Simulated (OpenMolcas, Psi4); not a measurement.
**SiNH4ClO (SMILES N[SiH](O)Cl): methods side by side**

SiNH4ClO has 8 atoms, charge 0, and is taken as a singlet. As SMILES, `N[SiH](O)Cl`. Geometry: relaxed at PBE0-D4/def2-TZVP. This is one conformer, not always the lowest.

Quantity: the HOMO–LUMO gap, in eV. The values are calculated.

```tsv
level	kind	program	value (eV)
SVWN5/6-31G* (spherical functions)	LDA	OpenMolcas	6.70
BLYP/6-31G* (spherical functions)	GGA	OpenMolcas	6.63
PBE/6-31G* (spherical functions)	GGA	OpenMolcas	6.76
BHLYP/6-31G* (spherical functions)	global hybrid	OpenMolcas	11.56
wB97M-V/6-31G* (spherical functions)	range-separated hybrid	Psi4	13.44
wB97X/6-31G* (spherical functions)	range-separated hybrid	Psi4	13.99
B2PLYP/6-31G* (spherical functions)	double hybrid	OpenMolcas	11.84
DSD-PBEP86/6-31G* (density fitting for correlation, spherical functions)	double hybrid	Psi4	13.74
```

The values span 6.63 to 13.99 eV. Orbital gaps aren't excitation energies, and those of double hybrids come from the SCF part alone; they tend to grow with the share of exact exchange.

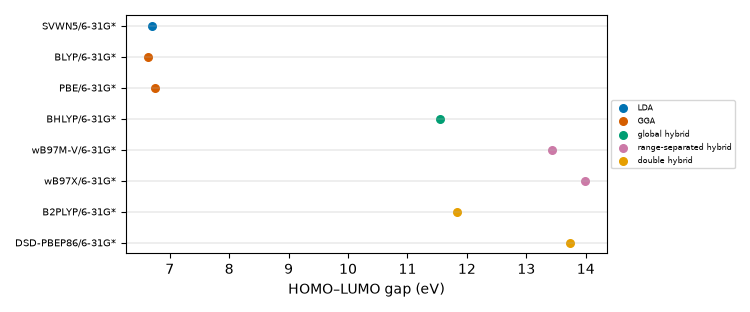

The values of the table, level by level.
